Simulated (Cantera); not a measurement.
Feed: 1 mol MgO, 0.11 mol Cl2, 0.094 mol O2, held at 1625 K.

Method: chemical equilibrium by Gibbs-energy minimisation in Cantera with the NASA 1993 tables (ideal gas, pure condensed phases). Candidate condensed phases: Mg, MgCl2, MgO; 11 gas species. Mutual solubility and eutectic melting of coexisting phases are not modelled. The numbers say what is thermodynamically allowed, not how fast it happens.

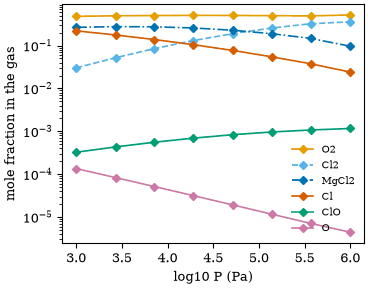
*Equilibrium gas composition (values under 1e-9 drawn at 1e-9)*

From 7.50 Torr to 2780 Torr the condensed part is MgO(s). At 7500 Torr the condensed part is MgCl2(l) + MgO(s). The main Mg-bearing gas is MgCl2 throughout. The share of Mg in condensed phases is highest at 7500 Torr (98.0 %) and lowest at 20.3 Torr (92.7 %).
